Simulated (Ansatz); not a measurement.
A series of calculations on BSiH₆F

### Relaxation

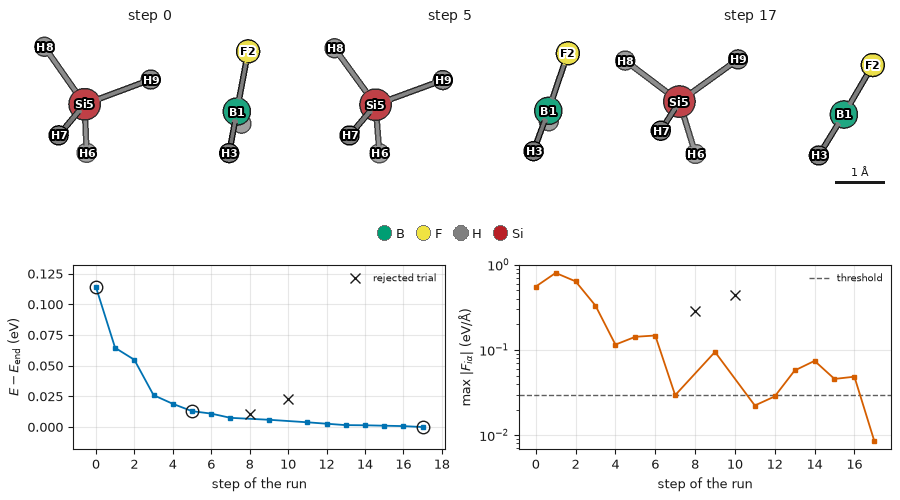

Frames of a relaxation of BSiH$_{6}$F, marked on the history of the run. Style: ball-and-stick. Shown at a tilt.

The run prepares an end point of a later path (reaction) calculation, from a guessed geometry.

The calculation used Ansatz, RKS PBE0-D4/def2-SVP. Set-up: no spin polarisation; force threshold 0.03 eV/Å; at most 50 steps.

Q: What happens along the run?

A: The F atom moves most after the best rigid fit: 0.61 Å. Largest moves by element: F 0.61 Å, H 0.50 Å, B 0.16 Å, Si 0.12 Å. Near-neighbour distances that change, for instance: H–Si 1.478 → 1.497 Å. After 15 accepted moves (17 points after the start) the energy has fallen by 0.114 eV. Largest force component: 0.55 eV/Å at the start, 0.0085 eV/Å at the end. The line search rejected the trial steps at points 8, 10 of the run. The forces were under the threshold at step 7, but the run went on from there. From step 0 to 5: the F atom moves most (0.41 Å), energy −0.101 eV. From step 5 to 17: an H atom moves most (0.44 Å), energy −0.013 eV.

### Relaxation

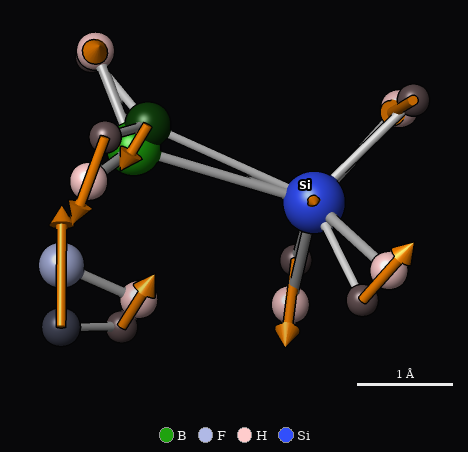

A relaxation of BSiH₆F. The starting structure is drawn faded, the final one solid; orange arrows show the displacements, magnified 2 times. The two geometries are superimposed by the best rigid fit.

Style: ball-and-stick. Shown at a tilt.

The run prepares an end point of a later path (reaction) calculation, from a guessed geometry.

Computed with Ansatz, RKS PBE0-D4/def2-SVP. Settings: no spin polarisation; force threshold 0.03 eV/Å; at most 50 steps.

Describe the change and its energy.

Answer. Over 15 geometry steps the energy falls by 0.147 eV. Largest force component: 0.68 eV/Å at the start, 0.03 eV/Å at the end. The forces were under the threshold at step 11, but the run went on from there. The atom that moves furthest after the best rigid fit is the F atom (0.68 Å). By element the largest moves are F 0.68 Å, H 0.57 Å, B 0.30 Å, Si 0.06 Å. Near-neighbour distances that change, for instance: B–F 2.513 → 1.828 Å, B–Si 1.972 → 2.029 Å, F–H 0.928 → 0.954 Å, H–Si 1.516 → 1.542 Å. Among the angles between lasting bonds that change: B–Si–H 108.3° → 101.1°, B–Si–H 112.4° → 118.3°, H–B–Si 122.5° → 118.3°.

### Path

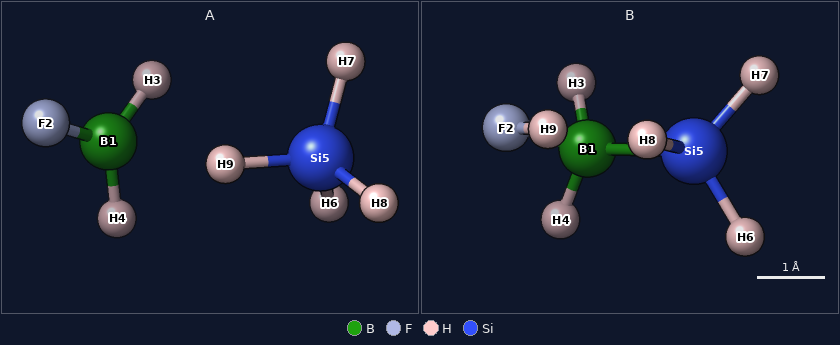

The two relaxed end points of a path for BSiH$_{6}$F, made up at the start of BH₂F and SiH$_{4}$. A ball-and-stick model, seen at a tilt.

The calculation used RKS PBE0-D4/def2-SVP in Ansatz 0.2.0.

Run with 7 movable images; climbing image; force threshold 0.05 eV/Å; iteration limit 60.

Start:
```xyz
9

B    -0.0296    0.5336   -0.0571
F     0.1806    1.4773    0.8389
H     0.9365   -0.0042   -0.5495
H    -1.1721    0.2911   -0.3689
Si    0.1160   -2.6652    1.1147
H    -0.5906   -2.8393   -0.1870
H     1.5802   -2.8819    0.9337
H    -0.4233   -3.6247    2.1219
H    -0.1135   -1.2711    1.6108
```

End:
```xyz
9

B     0.1007   -0.3342   -0.0852
F    -0.2219    0.2833    1.6051
H     1.1417    0.2287   -0.3272
H    -0.8993    0.0461   -0.6483
Si    0.1695   -2.2804    0.4836
H    -0.8740   -3.2118   -0.0482
H     1.4903   -2.9833    0.4626
H    -0.1649   -2.1632    1.9841
H    -0.2579   -0.5695    2.0310
```

> What barrier does the band find between them, and by what path?

The highest point, image 5, lies 189.2 kJ/mol above the start and 46.0 kJ/mol above the end; the end is at +143.2 kJ/mol relative to the start. Breaking: B1–F2 (1.32 → 1.65 at the top → 1.83 Å), Si5–H9 (1.50 → 1.95 at the top → 2.35 Å). Forming: B1–Si5 (3.41 → 2.12 at the top → 2.03 Å), F2–H9 (2.87 → 1.10 at the top → 0.95 Å). The band is converged. At the top, the vibrational analysis gives one imaginary mode (1000i cm⁻¹), as a transition state must have.

Energies of the converged images:

```
image  path (Å)  E (kJ/mol)
    0      0.00         0.0
    1      0.62         0.3
    2      1.23         1.2
    3      1.84         8.7
    4      2.45        58.6
    5      3.06       189.2
    6      3.99       151.8
    7      4.92       145.4
    8      5.85       143.2
```

The geometry at the top of the path:

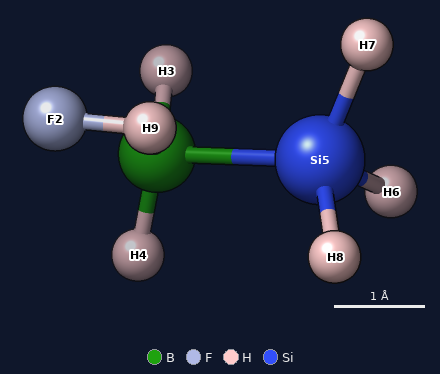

Limits of the set-up: the start holds two separate molecules, 2.5 Å apart at their closest, whose relative position is a soft coordinate.

The run took 5.6 min on 1 thread of Intel(R) Xeon(R) Platinum 8488C (Sapphire Rapids), with other jobs on the host, peak memory 0.18 GiB.
